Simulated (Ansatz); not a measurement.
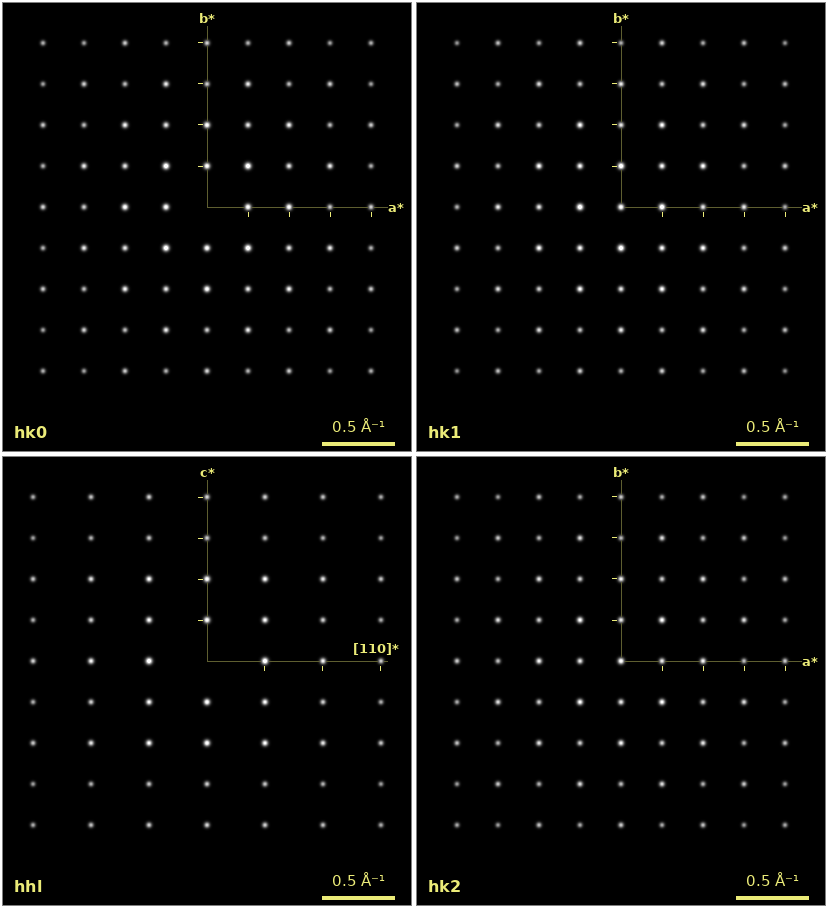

Simulated precession-type sections (X-rays; kinematic intensities, B = 0.5 Å²). The ticks mark integer indices of the conventional cell.

The compound is CaBe. Structure: the geometry relaxed with DFT PBEsol, scalar-relativistic, plane waves, PAW in Ansatz 0.2.0; the starting structure was generated, so it need not be a known form of this composition.

Question: Read the reciprocal cell and give the direct cell.

Answer: a* = 0.287, b* = 0.287, c* = 0.287 Å⁻¹; the cell is cubic with a = 3.49 Å.

Question: List the systematic absences.

Answer: Reflections are present only under these conditions. hkl: no condition; hk0: no condition; hhl: no condition; h00: no condition. The lattice is primitive (P).

Question: Which space groups fit?

Answer: The intensities have Laue symmetry m-3m (the hk0 layer shows 4mm, hk1 shows 4mm). With these conditions the candidates are P432 (No. 207), P-43m (No. 215), Pm-3m (No. 221). Diffraction geometry alone does not choose among them; the structure has Pm-3m.
